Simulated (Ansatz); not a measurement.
# AgF₂ (charge −1, triplet): what the fields show

```xyz
3

Ag    0.6935    0.1496    0.5962
F     0.4447    0.5720   -1.3810
F    -1.1382   -0.7216    0.7848
```

Geometry: r2SCAN-D4/def2-TZVPD; core potentials replace the inner electrons of Ag.

Level of theory: UKS PBE0-D4/def2-TZVPD in Ansatz 0.2.0.

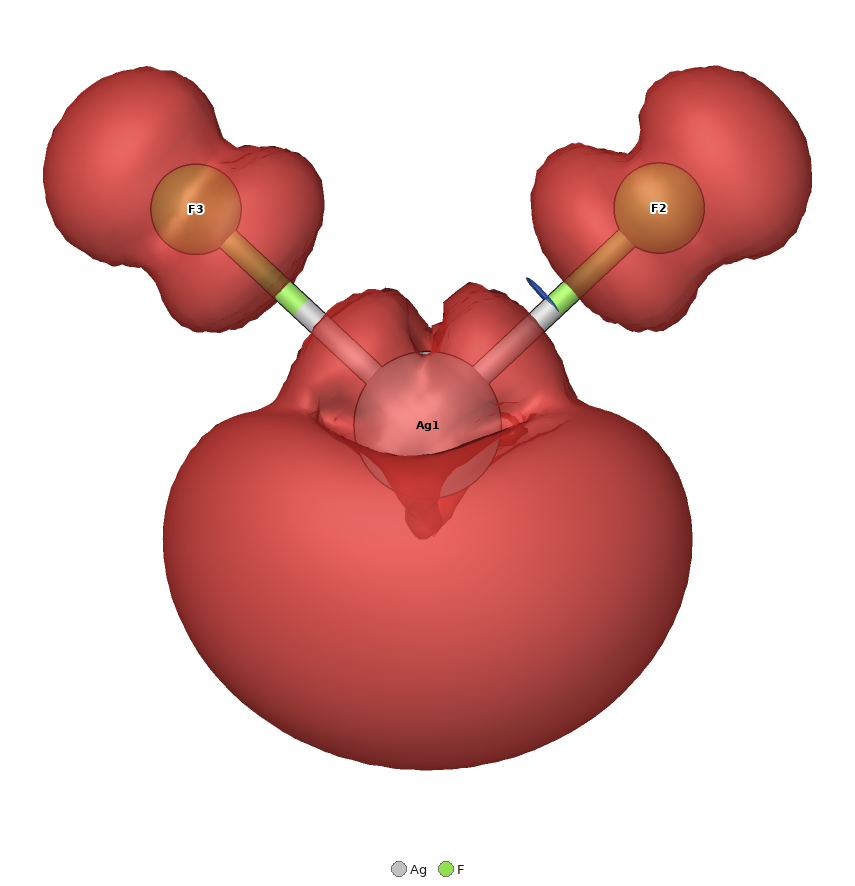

Figure 1. Isosurfaces of the spin density (α minus β) at +0.02 (red) and −0.02 e/Å³ (blue), seen at a tilt.

**Describe the spin distribution.**

The unpaired spin (2 electrons) lies mostly on Ag1 (about 1.4), F2 (about 0.3) and F3 (about 0.3), in electrons by Hirshfeld's partition.

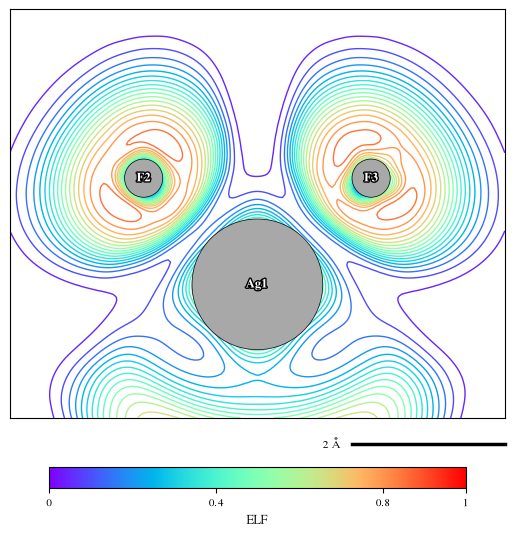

Figure 2. ELF on the molecular plane. Grey discs cover the atomic cores.

**What does the map show?**

The section cuts through Ag and F sites.
Ag–F (2.04 Å): the ELF peaks at about 0.85 in the valence shell of F, 0.5 Å from its nucleus, and drops to about 0.15 between the two atoms.

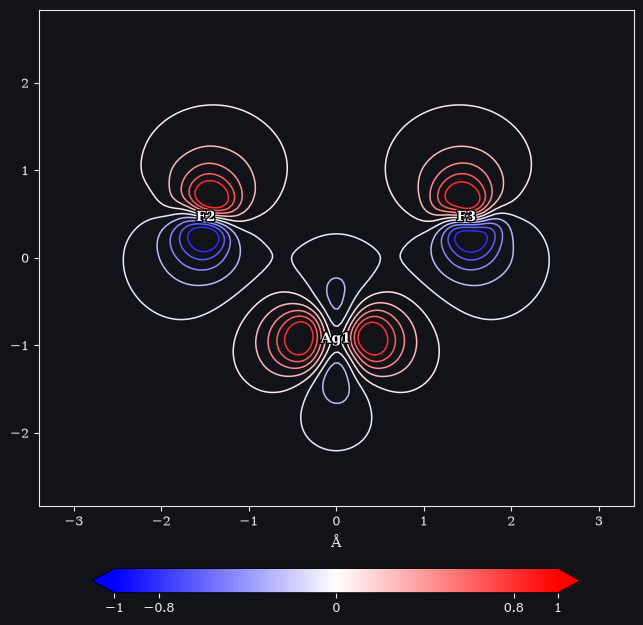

Figure 3. The HOMO (β) on the molecular plane (values in Å⁻³ᐟ²; the overall sign is arbitrary).

**Describe this orbital and give its energy.**

Its weight (Hirshfeld) is mainly on Ag1 (about 40 %), F2 (about 30 %) and F3 (about 30 %). Its energy is −3.95 eV.
